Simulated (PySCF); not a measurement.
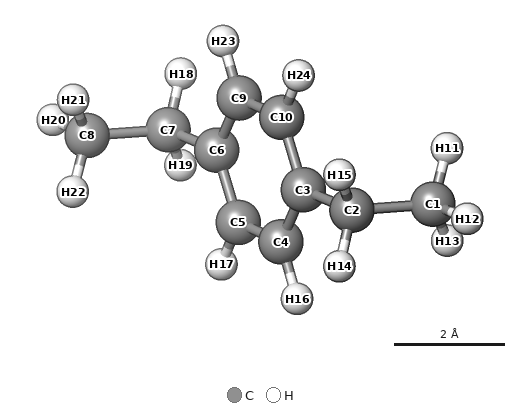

Figure 1. The structure (ball-and-stick view, seen at a tilt; atoms are numbered from 1 in the order of the input). Bond lengths as drawn: C–C 1.39 to 1.53 Å and C–H 1.09 to 1.10 Å.

**C₁₀H₁₄: a changed input and its effect**

System: C₁₀H₁₄ (p-diethylbenzene).
Method of run 1: GIAO PBE0/pcSseg-1 NMR shielding, non-relativistic, IEF-PCM cyclohexane (PySCF 2.14.0).

The geometry comes from this level: PBE0-D3(BJ)/def2-SVP. Text and figures count atoms from 1; the logs count them from 0 in places.

### The input, run 1
```
{"job": {"kind": "nmr", "xc": "PBE0", "basis": "pcSseg-1", "solvent": "cyclohexane", "pop": false}, "charge": 0, "multiplicity": 1}
C     -3.412717    -0.002002     0.433152
C     -2.562499     1.162960    -0.067742
C     -1.085611     0.904742     0.066589
C     -0.364786     0.280324    -0.956927
C      0.990343    -0.005231    -0.811913
C      1.676253     0.320259     0.363054
C      3.153211     0.062202     0.497534
C      4.003241     1.228747     0.000039
C      0.955436     0.944869     1.386599
C     -0.399619     1.230297     1.241620
H     -3.203551    -0.215434     1.492834
H     -4.487751     0.214905     0.335115
H     -3.197536    -0.920210    -0.134979
H     -2.802808     1.366326    -1.124207
H     -2.825304     2.076417     0.490684
H     -0.875859     0.013556    -1.886926
H      1.529364    -0.493479    -1.629458
H      3.393231    -0.144037     1.553501
H      3.416352    -0.849580    -0.063452
H      5.077997     1.020285     0.117008
H      3.772518     2.150164     0.556832
H      3.809632     1.431760    -1.064641
H      1.466642     1.211815     2.316411
H     -0.938751     1.718527     2.059090
```

The first line tells a small driver script what to run in PySCF; the rest is the geometry in Å.

Launched with:
```bash
OMP_NUM_THREADS=1 python <driver script> task.json out
```

Hardware: 1 CPU thread, shared host.

### Output (run 1)
```
coarse grid: 19544 points
cycle   1  E = -388.8649801499  dE =  1.235e+00  |g| = 4.407e-01  |ddm| = 4.489e+00
cycle   2  E = -388.8673984925  dE = -2.418e-03  |g| = 4.497e-01  |ddm| = 1.020e+00
cycle   3  E = -388.9217516742  dE = -5.435e-02  |g| = 2.664e-02  |ddm| = 4.572e-01
cycle   4  E = -388.9218414529  dE = -8.978e-05  |g| = 1.818e-02  |ddm| = 3.962e-02
cycle   5  E = -388.9219173664  dE = -7.591e-05  |g| = 4.629e-03  |ddm| = 1.946e-02
cycle   6  E = -388.9219222555  dE = -4.889e-06  |g| = 8.180e-04  |ddm| = 4.527e-03
final grid: 187288 points
cycle   7  E = -388.9826867301  dE = -5.662e-05  |g| = 8.950e-03  |ddm| = 5.914e-02
cycle   8  E = -388.9826847865  dE =  1.944e-06  |g| = 9.471e-03  |ddm| = 1.798e-02
cycle   9  E = -388.9827083813  dE = -2.359e-05  |g| = 4.831e-04  |ddm| = 8.776e-03
cycle  10  E = -388.9827084288  dE = -4.753e-08  |g| = 2.176e-04  |ddm| = 6.635e-04
cycle  11  E = -388.9827084401  dE = -1.133e-08  |g| = 4.240e-05  |ddm| = 2.240e-04
cycle  12  E = -388.9827084405  dE = -3.506e-10  |g| = 1.620e-05  |ddm| = 5.543e-05
converged SCF energy = -388.9827084405

GIAO shielding tensors (ppm)
atom      isotropic    diamagn.    paramagn.     s11        s22        s33       span
  0 C      163.306     245.817     -82.511    151.875    153.508    184.535     32.659
  1 C      151.665     245.163     -93.497    137.605    145.482    171.909     34.304
  2 C       36.241     263.430    -227.189    -59.026     -6.914    174.663    233.689
  3 C       50.223     254.538    -204.314    -54.252     43.452    161.469    215.721
  4 C       50.217     254.668    -204.451    -54.280     43.334    161.597    215.878
  5 C       36.236     263.858    -227.622    -59.026     -6.925    174.659    233.685
  6 C      151.662     244.618     -92.956    137.604    145.478    171.904     34.300
  7 C      163.305     243.498     -80.193    151.915    153.469    184.531     32.616
  8 C       50.209     253.656    -203.447    -54.261     43.373    161.514    215.776
  9 C       50.196     253.568    -203.372    -54.291     43.246    161.633    215.925
 10 H       30.230      29.657       0.573     25.776     29.708     35.206      9.430
 11 H       29.951      26.165       3.786     26.042     26.180     37.631     11.588
 12 H       30.216      30.008       0.208     25.785     29.626     35.238      9.453
 13 H       28.787      30.176      -1.388     24.504     28.104     33.753      9.249
 14 H       28.777      29.954      -1.178     24.495     28.081     33.753      9.258
 15 H       23.936      34.449     -10.513     20.174     23.231     28.403      8.229
 16 H       23.935      34.500     -10.565     20.172     23.218     28.416      8.244
 17 H       28.785      30.332      -1.547     24.486     28.108     33.762      9.276
 18 H       28.779      30.524      -1.745     24.515     28.078     33.744      9.230
 19 H       29.952      24.463       5.489     26.041     26.183     37.632     11.591
 20 H       30.230      27.736       2.494     25.791     29.688     35.209      9.418
 21 H       30.215      28.107       2.109     25.768     29.645     35.233      9.464
 22 H       23.934      33.657      -9.723     20.173     23.222     28.406      8.233
 23 H       23.933      33.607      -9.674     20.171     23.210     28.418      8.248
```

For run 2 the input was changed thus:
```diff
-"solvent": "cyclohexane"
-"pop": false
+"solvent": "benzene"
+"pop": true
```

Predict how the results change.

The total energy of run 2 is 0.17 kcal/mol lower: the change of the electrostatic solvation energy at this fixed geometry, without cavity or dispersion terms. Of all shieldings, the largest change is that of C3 and C6, by −0.1 ppm. The number of SCF iterations is the same.

### Output (run 2)
```
coarse grid: 19544 points
cycle   1  E = -388.8654929807  dE =  1.234e+00  |g| = 4.399e-01  |ddm| = 4.489e+00
cycle   2  E = -388.8682450855  dE = -2.752e-03  |g| = 4.474e-01  |ddm| = 1.011e+00
cycle   3  E = -388.9220303300  dE = -5.379e-02  |g| = 2.666e-02  |ddm| = 4.514e-01
cycle   4  E = -388.9221208959  dE = -9.057e-05  |g| = 1.815e-02  |ddm| = 3.944e-02
cycle   5  E = -388.9221970296  dE = -7.613e-05  |g| = 4.547e-03  |ddm| = 1.945e-02
cycle   6  E = -388.9222017361  dE = -4.706e-06  |g| = 8.346e-04  |ddm| = 4.440e-03
final grid: 187288 points
cycle   7  E = -388.9829637140  dE = -5.670e-05  |g| = 8.936e-03  |ddm| = 5.922e-02
cycle   8  E = -388.9829619060  dE =  1.808e-06  |g| = 9.433e-03  |ddm| = 1.785e-02
cycle   9  E = -388.9829852961  dE = -2.339e-05  |g| = 4.806e-04  |ddm| = 8.671e-03
cycle  10  E = -388.9829853435  dE = -4.747e-08  |g| = 2.143e-04  |ddm| = 6.615e-04
cycle  11  E = -388.9829853546  dE = -1.102e-08  |g| = 4.208e-05  |ddm| = 2.222e-04
cycle  12  E = -388.9829853549  dE = -3.428e-10  |g| = 1.626e-05  |ddm| = 5.472e-05
converged SCF energy = -388.9829853549

GIAO shielding tensors (ppm)
atom      isotropic    diamagn.    paramagn.     s11        s22        s33       span
  0 C      163.334     245.846     -82.512    151.895    153.519    184.588     32.693
  1 C      151.713     245.157     -93.444    137.687    145.492    171.960     34.274
  2 C       36.180     263.440    -227.261    -59.068     -7.077    174.684    233.752
  3 C       50.212     254.530    -204.318    -54.260     43.331    161.565    215.824
  4 C       50.205     254.664    -204.459    -54.289     43.213    161.692    215.981
  5 C       36.175     263.874    -227.699    -59.067     -7.089    174.681    233.748
  6 C      151.710     244.613     -92.903    137.687    145.488    171.956     34.270
  7 C      163.333     243.531     -80.198    151.935    153.481    184.584     32.650
  8 C       50.197     253.652    -203.455    -54.270     43.251    161.609    215.879
  9 C       50.183     253.559    -203.376    -54.301     43.123    161.728    216.028
 10 H       30.230      29.659       0.571     25.774     29.707     35.208      9.433
 11 H       29.945      26.158       3.787     26.034     26.171     37.629     11.595
 12 H       30.216      30.010       0.206     25.784     29.625     35.240      9.456
 13 H       28.781      30.166      -1.385     24.496     28.095     33.752      9.256
 14 H       28.771      29.945      -1.175     24.487     28.072     33.752      9.265
 15 H       23.923      34.442     -10.519     20.157     23.224     28.387      8.230
 16 H       23.922      34.495     -10.572     20.155     23.212     28.400      8.245
 17 H       28.779      30.322      -1.543     24.478     28.099     33.761      9.283
 18 H       28.773      30.514      -1.741     24.507     28.069     33.743      9.237
 19 H       29.946      24.458       5.488     26.032     26.174     37.631     11.598
 20 H       30.230      27.741       2.489     25.790     29.687     35.212      9.422
 21 H       30.215      28.111       2.104     25.767     29.644     35.235      9.468
 22 H       23.921      33.658      -9.737     20.157     23.215     28.391      8.234
 23 H       23.920      33.606      -9.686     20.155     23.203     28.403      8.248
```

### The two runs side by side

| quantity | run 1 | run 2 |
| --- | --- | --- |
| outcome | converged | converged |
| total energy (hartree) | −388.982708 | −388.982985 |
| HOMO (eV) | −6.72 | −6.72 |
| LUMO (eV) | −0.11 | −0.12 |
| dipole moment (D) | 0.00 | 0.00 |
| shielding of C1 (ppm) | 163.3 | 163.3 |
| shielding of C2 (ppm) | 151.7 | 151.7 |
| shielding of C3 (ppm) | 36.2 | 36.2 |
| shielding of C6 (ppm) | 36.2 | 36.2 |
| shielding of C7 (ppm) | 151.7 | 151.7 |
| shielding of C8 (ppm) | 163.3 | 163.3 |
| shielding of H23 (ppm) | 23.9 | 23.9 |
| SCF iterations | 12 | 12 |
| basis functions | 240 | 240 |
| wall time (shared host) | 48 s | 52 s |
